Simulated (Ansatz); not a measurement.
The reference is SiC in the zinc blende structure (space group F-43m, No. 216; a = 4.3563 Å). Axes: x, y, z lie along the cube axes.

It is then changed as follows: uniaxial strain ε_xx = −5.14 %, all other strain components held at zero; the atoms relax in the strained cell.

Calculations: r2SCAN (Ansatz, a first-principles code; PAW; 500 eV plane waves; no SOC).

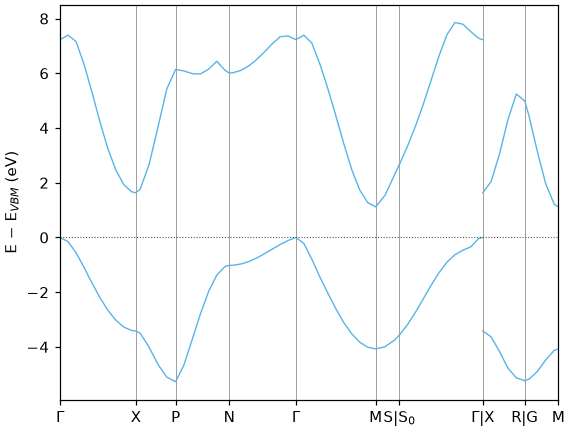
Figure: Highest valence and lowest conduction band along the path of the changed cell's own zone

The gap is 1.12 eV, indirect, Γ → M; the base has 1.71 eV.

Whether these cells are dynamically stable was not tested. k-point labels follow each cell's own Brillouin zone.
